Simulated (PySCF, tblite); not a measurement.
# phosphonium (PH₄+): dynamics, then NMR shifts on frames

How do NMR shifts of phosphonium (PH₄+) (`[PH4+]`) change as the atoms move?

Computed with tblite 0.8.0 and PySCF 2.14.0, with density-fitted response routines of our own, on a single molecule in the gas phase. Atoms are numbered from 0 throughout.

**1. The starting structure**

5 atoms, charge 1, multiplicity 1; geometry from: GFN2-xTB.

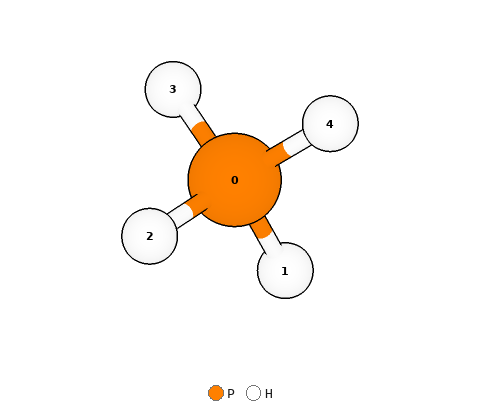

The starting geometry (phosphorus orange, hydrogen white), atoms numbered; sticks join atoms by distance.

**2. Dynamics with GFN2-xTB**

Job settings and geometry (Å):

```
{"job": {"kind": "md", "xc": "GFN2-xTB", "basis": "xTB", "temperature": 300, "steps": 2000, "every": 50, "frames": 5}, "charge": 1, "multiplicity": 1}
P      0.001899     0.000764    -0.003675
H     -0.735946    -0.862330    -0.778816
H      0.335487    -0.616969     1.178341
H     -0.741472     1.126568     0.261376
H      1.148654     0.354820    -0.674412
```

Level: GFN2-xTB Langevin dynamics, gas phase.

Run with:

```console
> OMP_NUM_THREADS=1 python probes_run.py task.json out
```

One launch serves the whole session: the jobs run in the order shown.

What it wrote:

```text
t/fs     T/K      E/eV
    0.0   116.4   -110.97370
   25.0   185.8   -110.88558
   50.0   238.9   -110.89727
   75.0   115.3   -110.91695
  100.0   157.4   -110.94012
  125.0   140.9   -110.92201
  150.0   121.4   -110.91451
  175.0   160.4   -110.93914
  200.0   144.6   -110.91030
  225.0   226.2   -110.90528
  250.0   150.4   -110.85885
  275.0   276.8   -110.91178
  300.0   232.0   -110.80266
  325.0   306.8   -110.83379
  350.0   212.9   -110.87219
  375.0   244.6   -110.87270
  400.0   308.5   -110.87828
  425.0   220.5   -110.83207
  450.0   340.0   -110.90594
  475.0   243.4   -110.80266
  500.0   290.3   -110.91794
  525.0   364.0   -110.85542
  550.0   465.2   -110.89359
  575.0   327.5   -110.75046
  600.0   404.1   -110.79038
  625.0   422.1   -110.88632
  650.0   463.5   -110.88225
  675.0   211.6   -110.83545
  700.0   180.1   -110.87208
  725.0   247.4   -110.89878
  750.0   104.3   -110.85523
  775.0   221.7   -110.87119
  800.0   105.3   -110.86859
  825.0   178.6   -110.92201
  850.0   131.8   -110.89548
  875.0   256.6   -110.95507
  900.0   225.3   -110.86131
  925.0   360.6   -110.90261
  950.0   227.7   -110.84932
  975.0   436.6   -110.92401
 1000.0   363.7   -110.82145
```

It took 2 s on 1 thread of Arm Neoverse V2, shared host; peak memory 0.18 GiB.

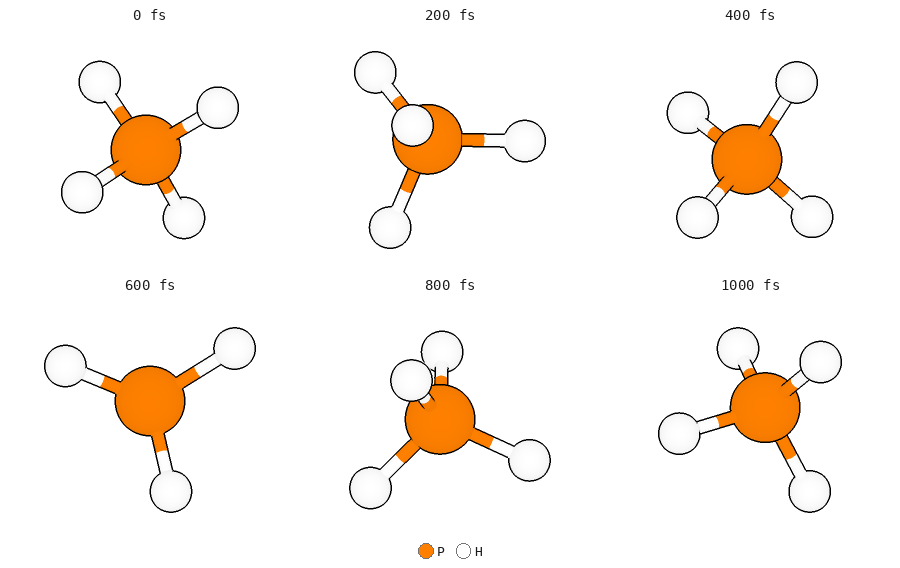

Frames of the run.

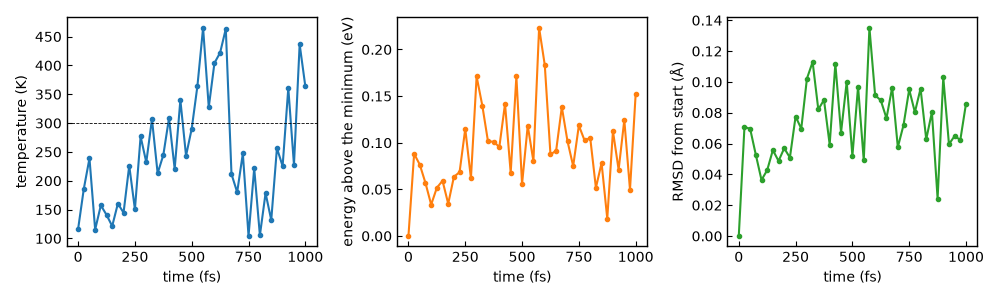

Temperature, potential energy and distance from the start.

Positions (Å) and forces (eV/Å) at 1000 fs:

```xyz
5

P    -0.513   -0.032   -0.566   -0.263   -0.822   -1.135
H     0.799    0.352   -0.925   -0.676   -0.204    0.113
H    -1.421    0.985   -0.644   -0.009    0.344   -0.362
H    -0.604   -0.331    0.742    0.262   -0.385    0.744
H    -1.052   -1.159   -1.327    0.685    1.066    0.640
```

**3. Nuclear shieldings: 250 fs, PBE0/pcSseg-1**

Job settings and geometry (Å):

```
{"job": {"kind": "nmr", "xc": "PBE0", "basis": "pcSseg-1", "pop": false}, "charge": 1, "multiplicity": 1}
P     -0.608000     0.299000     0.379700
H     -0.976200    -1.023700     0.584500
H      0.062000     0.684300     1.435100
H     -1.632700     1.161700     0.167600
H      0.131800     0.497200    -0.744000
```

Level: GIAO PBE0/pcSseg-1 NMR shielding, non-relativistic, gas phase.

What it wrote:

```text
coarse grid: 4104 points
cycle   1  E = -343.2673466436  dE =  2.469e-01  |g| = 1.844e-01  |ddm| = 1.746e+00
cycle   2  E = -343.2762255148  dE = -8.879e-03  |g| = 1.218e-01  |ddm| = 3.510e-01
cycle   3  E = -343.2793949543  dE = -3.169e-03  |g| = 9.024e-03  |ddm| = 1.412e-01
cycle   4  E = -343.2794022521  dE = -7.298e-06  |g| = 1.375e-03  |ddm| = 5.898e-03
final grid: 33416 points
cycle   5  E = -343.2851231487  dE = -6.519e-06  |g| = 2.079e-03  |ddm| = 1.110e-02
cycle   6  E = -343.2851237040  dE = -5.553e-07  |g| = 1.542e-03  |ddm| = 3.764e-03
cycle   7  E = -343.2851241540  dE = -4.500e-07  |g| = 4.821e-05  |ddm| = 1.544e-03
cycle   8  E = -343.2851241547  dE = -7.079e-10  |g| = 5.314e-06  |ddm| = 7.415e-05
converged SCF energy = -343.2851241547

GIAO shielding tensors (ppm)
atom      isotropic    diamagn.    paramagn.     s11        s22        s33       span
  0 P      479.023     967.200    -488.177    441.106    487.765    508.197     67.091
  1 H       25.578      26.320      -0.743     21.935     22.128     32.669     10.735
  2 H       27.609      28.773      -1.164     23.745     23.926     35.156     11.411
  3 H       26.370      26.768      -0.398     22.670     22.905     33.536     10.867
  4 H       26.301      28.011      -1.710     22.600     22.848     33.456     10.856
```

It took 1.2 s on 1 thread of Arm Neoverse V2, shared host; peak memory 0.25 GiB.

The references, computed at this level on geometries of the same kind, shield at (ppm): ¹H TMS 31.72, ³¹P H3PO4 318.4. Their shielding less the atom's gives the shift. The references are single molecules in the gas phase, so shifts against H2O, NH3, PH3, H3PO4 or CFCl3 are not on the usual liquid scales and can be off by tens of ppm. Each atom is listed at this fixed geometry, with no averaging over motion; a spectrum would average atoms that exchange fast.

| atoms | environment | σ (ppm) | δ (ppm) |
| --- | --- | --- | --- |
| H1 | hydrogen on a phosphorus | 25.58 | 6.14 |
| H4 | hydrogen on a phosphorus | 26.30 | 5.42 |
| H3 | hydrogen on a phosphorus | 26.37 | 5.35 |
| H2 | hydrogen on a phosphorus | 27.61 | 4.11 |
| P0 | phosphorus bonded to 4 H | 479.0 | -160.6 |

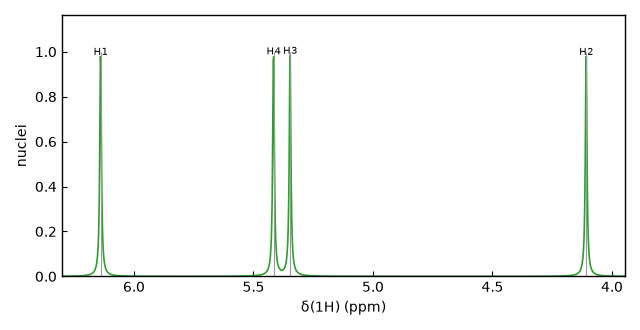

¹H lines at the computed shifts, without couplings. Lines are broadened to a width of 0.01 ppm (Lorentzian).

The fields below are evaluated on a grid from the run's orbitals.

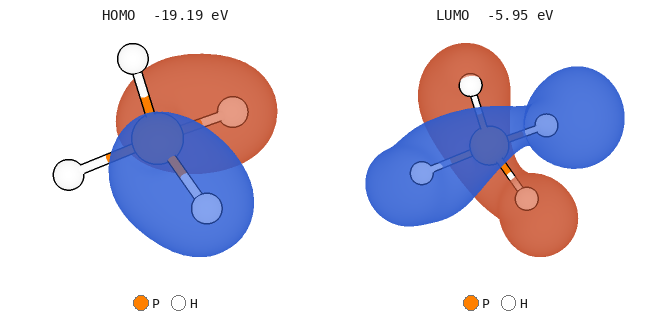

PBE0/pcSseg-1 orbitals near the gap, drawn at the value that encloses 70 % of each; the two colours are the two signs.

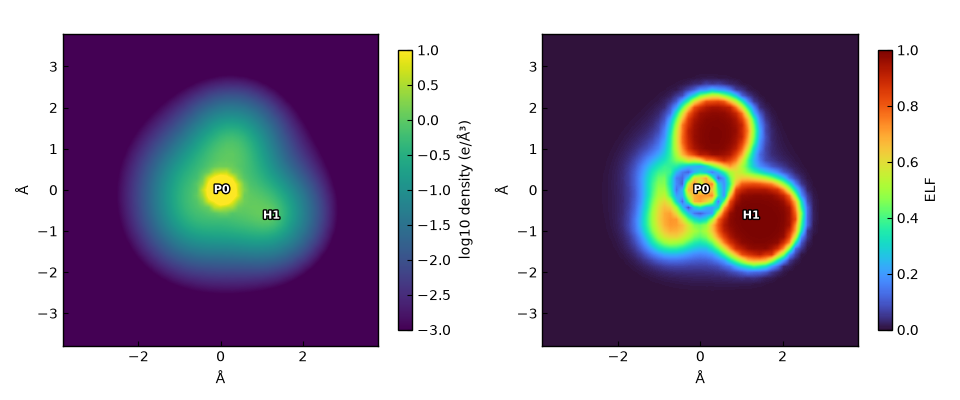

Density (left) and ELF (right) in a plane through or near 2 of the atoms.

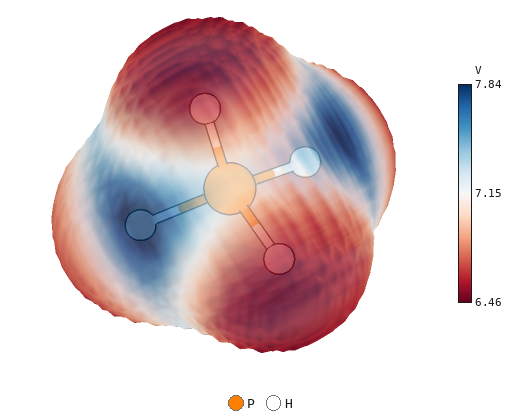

The potential that a unit positive charge feels on the 0.002 e/bohr³ surface, from the 1st to the 99th percentile, from 6.46 to 7.84 V.

**4. Shielding tensors: 425 fs, PBE0/pcSseg-1**

Job settings and geometry (Å):

```
{"job": {"kind": "nmr", "xc": "PBE0", "basis": "pcSseg-1", "pop": false}, "charge": 1, "multiplicity": 1}
P     -0.865900     0.197400     0.504900
H     -0.381900    -0.647100     1.489000
H     -2.059500     0.825400     0.747700
H     -1.210200    -0.720700    -0.439900
H      0.213100     1.063600     0.212700
```

With the program's defaults for keys left out, this is: GIAO PBE0/pcSseg-1 NMR shielding, non-relativistic, gas phase.

What it wrote:

```text
coarse grid: 4104 points
cycle   1  E = -343.2679036518  dE =  1.997e-01  |g| = 1.914e-01  |ddm| = 1.723e+00
cycle   2  E = -343.2770746232  dE = -9.171e-03  |g| = 1.305e-01  |ddm| = 3.703e-01
cycle   3  E = -343.2808261424  dE = -3.752e-03  |g| = 9.500e-03  |ddm| = 1.509e-01
cycle   4  E = -343.2808354624  dE = -9.320e-06  |g| = 1.355e-03  |ddm| = 6.113e-03
final grid: 33416 points
cycle   5  E = -343.2869515714  dE = -6.781e-06  |g| = 2.330e-03  |ddm| = 1.141e-02
cycle   6  E = -343.2869522559  dE = -6.845e-07  |g| = 1.807e-03  |ddm| = 4.388e-03
cycle   7  E = -343.2869529131  dE = -6.572e-07  |g| = 5.958e-05  |ddm| = 1.823e-03
cycle   8  E = -343.2869529142  dE = -1.092e-09  |g| = 6.313e-06  |ddm| = 8.657e-05
cycle   9  E = -343.2869529142  dE = -1.273e-11  |g| = 1.797e-06  |ddm| = 9.153e-06
converged SCF energy = -343.2869529142

GIAO shielding tensors (ppm)
atom      isotropic    diamagn.    paramagn.     s11        s22        s33       span
  0 P      472.997     966.672    -493.675    428.909    456.855    533.226    104.316
  1 H       25.707      26.728      -1.021     22.041     22.371     32.708     10.668
  2 H       25.906      25.890       0.015     22.115     22.507     33.095     10.981
  3 H       26.213      27.947      -1.734     22.514     22.848     33.276     10.761
  4 H       24.939      26.247      -1.309     21.273     21.628     31.915     10.642
```

Run time: 0.52 s. Hardware: 1 thread of Arm Neoverse V2, shared host; peak memory 0.26 GiB.

Key values: δ P0 -154.6, H4 6.78, H1 6.01 ppm.

**5. Shielding tensors: 625 fs, PBE0/pcSseg-1**

Job settings and geometry (Å):

```
{"job": {"kind": "nmr", "xc": "PBE0", "basis": "pcSseg-1", "pop": false}, "charge": 1, "multiplicity": 1}
P     -0.575000    -0.081500    -0.574600
H     -0.019300    -1.328700    -0.692500
H     -1.898700     0.058700    -1.023900
H      0.195300     0.703400    -1.411100
H     -0.542400     0.177800     0.750100
```

Level: GIAO PBE0/pcSseg-1 NMR shielding, non-relativistic, gas phase.

What it wrote:

```text
coarse grid: 4104 points
cycle   1  E = -343.2702482510  dE =  2.060e-01  |g| = 1.896e-01  |ddm| = 1.726e+00
cycle   2  E = -343.2793511287  dE = -9.103e-03  |g| = 1.283e-01  |ddm| = 3.647e-01
cycle   3  E = -343.2829288884  dE = -3.578e-03  |g| = 9.261e-03  |ddm| = 1.481e-01
cycle   4  E = -343.2829371067  dE = -8.218e-06  |g| = 1.372e-03  |ddm| = 5.933e-03
final grid: 33416 points
cycle   5  E = -343.2889207814  dE = -6.814e-06  |g| = 2.325e-03  |ddm| = 1.149e-02
cycle   6  E = -343.2889214696  dE = -6.882e-07  |g| = 1.783e-03  |ddm| = 4.335e-03
cycle   7  E = -343.2889220995  dE = -6.299e-07  |g| = 5.840e-05  |ddm| = 1.794e-03
cycle   8  E = -343.2889221006  dE = -1.044e-09  |g| = 5.397e-06  |ddm| = 8.605e-05
cycle   9  E = -343.2889221006  dE = -9.038e-12  |g| = 1.391e-06  |ddm| = 8.135e-06
converged SCF energy = -343.2889221006

GIAO shielding tensors (ppm)
atom      isotropic    diamagn.    paramagn.     s11        s22        s33       span
  0 P      470.855     966.689    -495.834    440.502    447.581    524.481     83.980
  1 H       26.021      27.097      -1.077     22.341     22.664     33.057     10.716
  2 H       25.231      25.280      -0.048     21.605     21.919     32.170     10.566
  3 H       25.711      26.777      -1.065     22.065     22.367     32.702     10.636
  4 H       26.411      28.117      -1.707     22.658     22.970     33.604     10.946
```

Wall time 0.53 s (1 thread of Arm Neoverse V2, shared host); peak memory 0.26 GiB.

Key values: δ P0 -152.5, H2 6.49, H3 6.01 ppm.

**6. Shielding tensors: 800 fs, PBE0/pcSseg-1**

Job settings and geometry (Å):

```
{"job": {"kind": "nmr", "xc": "PBE0", "basis": "pcSseg-1", "pop": false}, "charge": 1, "multiplicity": 1}
P     -0.591600    -0.372900    -1.064400
H     -0.324200    -1.061500    -2.235100
H     -1.309700    -1.180700    -0.198000
H     -1.343500     0.715200    -1.533100
H      0.431100     0.018800    -0.259900
```

Level: GIAO PBE0/pcSseg-1 NMR shielding, non-relativistic, gas phase.

What it wrote:

```text
coarse grid: 4104 points
cycle   1  E = -343.2697690018  dE =  1.970e-01  |g| = 1.910e-01  |ddm| = 1.722e+00
cycle   2  E = -343.2789233341  dE = -9.154e-03  |g| = 1.301e-01  |ddm| = 3.687e-01
cycle   3  E = -343.2826307786  dE = -3.707e-03  |g| = 9.376e-03  |ddm| = 1.500e-01
cycle   4  E = -343.2826395222  dE = -8.744e-06  |g| = 1.363e-03  |ddm| = 6.003e-03
final grid: 33416 points
cycle   5  E = -343.2887586663  dE = -6.828e-06  |g| = 2.371e-03  |ddm| = 1.161e-02
cycle   6  E = -343.2887593802  dE = -7.139e-07  |g| = 1.837e-03  |ddm| = 4.455e-03
cycle   7  E = -343.2887600579  dE = -6.778e-07  |g| = 6.142e-05  |ddm| = 1.850e-03
cycle   8  E = -343.2887600591  dE = -1.158e-09  |g| = 5.674e-06  |ddm| = 8.997e-05
cycle   9  E = -343.2887600591  dE = -7.446e-12  |g| = 1.497e-06  |ddm| = 8.923e-06
converged SCF energy = -343.2887600591

GIAO shielding tensors (ppm)
atom      isotropic    diamagn.    paramagn.     s11        s22        s33       span
  0 P      470.313     966.520    -496.206    413.987    480.564    516.389    102.401
  1 H       25.574      25.593      -0.020     21.923     22.231     32.566     10.643
  2 H       25.734      26.698      -0.963     22.058     22.416     32.729     10.671
  3 H       25.310      25.862      -0.552     21.667     22.010     32.254     10.587
  4 H       26.105      28.282      -2.177     22.380     22.726     33.209     10.829
```

Run time: 0.52 s. Hardware: 1 thread of Arm Neoverse V2, shared host; peak memory 0.26 GiB.

In short: δ P0 -151.9, H3 6.41, H1 6.14 ppm.

**7. Shielding tensors: 1000 fs, PBE0/pcSseg-1**

Job settings and geometry (Å):

```
{"job": {"kind": "nmr", "xc": "PBE0", "basis": "pcSseg-1", "pop": false}, "charge": 1, "multiplicity": 1}
P     -0.512700    -0.031700    -0.565800
H      0.799000     0.352400    -0.924600
H     -1.421000     0.985000    -0.644100
H     -0.603500    -0.330600     0.742300
H     -1.051800    -1.159100    -1.327100
```

Level: GIAO PBE0/pcSseg-1 NMR shielding, non-relativistic, gas phase.

What it wrote:

```text
coarse grid: 4104 points
cycle   1  E = -343.2686471630  dE =  1.785e-01  |g| = 1.940e-01  |ddm| = 1.712e+00
cycle   2  E = -343.2779490663  dE = -9.302e-03  |g| = 1.332e-01  |ddm| = 3.757e-01
cycle   3  E = -343.2818976784  dE = -3.949e-03  |g| = 9.840e-03  |ddm| = 1.549e-01
cycle   4  E = -343.2819085380  dE = -1.086e-05  |g| = 1.375e-03  |ddm| = 6.505e-03
cycle   5  E = -343.2819091178  dE = -5.798e-07  |g| = 2.215e-04  |ddm| = 1.855e-03
final grid: 33416 points
cycle   6  E = -343.2880793797  dE = -5.578e-06  |g| = 1.385e-03  |ddm| = 1.006e-02
cycle   7  E = -343.2880796344  dE = -2.547e-07  |g| = 1.101e-03  |ddm| = 2.586e-03
cycle   8  E = -343.2880798858  dE = -2.514e-07  |g| = 3.963e-05  |ddm| = 1.126e-03
cycle   9  E = -343.2880798863  dE = -4.882e-10  |g| = 5.428e-06  |ddm| = 6.870e-05
converged SCF energy = -343.2880798863

GIAO shielding tensors (ppm)
atom      isotropic    diamagn.    paramagn.     s11        s22        s33       span
  0 P      466.386     966.374    -499.988    449.808    452.985    496.365     46.556
  1 H       24.922      25.819      -0.897     21.447     21.482     31.837     10.390
  2 H       26.126      26.847      -0.721     22.537     22.664     33.178     10.641
  3 H       26.623      28.539      -1.916     22.980     23.113     33.776     10.796
  4 H       24.024      24.082      -0.058     20.661     20.696     30.715     10.055
```

Run time: 0.5 s. Hardware: 1 thread of Arm Neoverse V2, shared host; peak memory 0.26 GiB.

Key values: δ P0 -148.0, H4 7.69, H1 6.79 ppm.

**8. Comparing the runs: NMR shifts**

Shifts (ppm), with basis size and wall time:

| frame | H1 | H4 | H3 | H2 | P0 | functions | time |
| --- | --- | --- | --- | --- | --- | --- | --- |
| 250 fs | 6.14 | 5.42 | 5.35 | 4.11 | -160.6 | 44 | 1.2 s |
| 425 fs | 6.01 | 6.78 | 5.50 | 5.81 | -154.6 | 44 | 0.52 s |
| 625 fs | 5.70 | 5.31 | 6.01 | 6.49 | -152.5 | 44 | 0.53 s |
| 800 fs | 6.14 | 5.61 | 6.41 | 5.98 | -151.9 | 44 | 0.52 s |
| 1000 fs | 6.79 | 7.69 | 5.09 | 5.59 | -148.0 | 44 | 0.5 s |

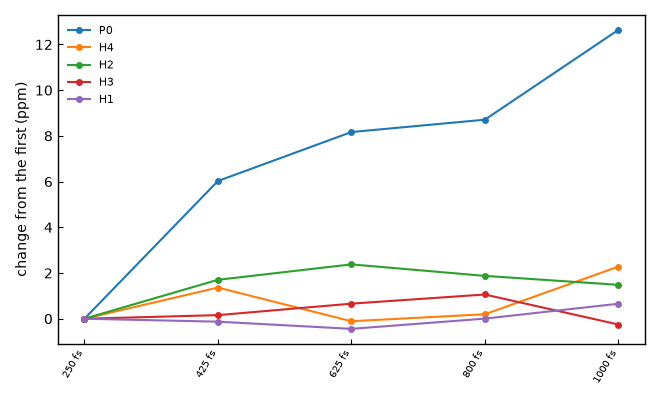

How the tabulated atoms move from run to run.

**9. What came out**

| quantity | value |
| --- | --- |
| thermostat | 300 K |
| mean temperature, second half | 285 K |
| mean potential energy above the minimum | 0.10 eV |
| ¹H shifts against TMS (PBE0/pcSseg-1, 250 fs) | 6.14, 5.42, 5.35, 4.11 ppm |
| ³¹P shifts against H3PO4 (PBE0/pcSseg-1, 250 fs) | -160.6 ppm |
| range of the shift of P0 | -160.6 to -148.0 ppm |

In the second half the potential energy averages 0.10 eV above the minimum; equipartition over 9 harmonic modes at 300 K would give 0.12 eV. With 5 atoms the temperature swings widely (104 to 465 K). Shifts at one fixed geometry are not the observed spectrum, which averages over the motion. In the first frame run (250 fs): The largest span, 67 ppm, is at P0, where the paramagnetic term is -488 ppm. By nearest atom (PBE0/pcSseg-1), the HOMO sits on H3, H4 about 36 % each; P0 20 % and the LUMO on H3 27 %; P0 23 %. In ppm, P0 moves most: its shift spreads over 12.6 ppm, from -160.6 (250 fs) to -148.0 (1000 fs).
